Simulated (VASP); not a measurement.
Band structure of PbS (relaxed from the alpha-GeTe structure, space group R3m). Method: r2SCAN meta-GGA, VASP's PBE PAW potentials (set 64) (plane waves; VASP).

Unless said otherwise, spin-orbit coupling is left out, though it shifts the bands of the heavy elements here.

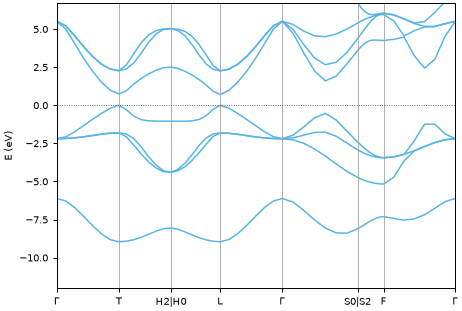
Figure: Bands along high-symmetry lines, zero at the valence-band maximum or, without a gap, the Fermi level

**Question.** Read the plot: is there a gap, and where are the band edges?

**Answer.** The gap is direct, 0.71 eV, from the valence maximum at L to the conduction minimum at L.

The structure was generated: PbS was put into the alpha-GeTe type (R3m), which need not be its known phase. It was relaxed first.
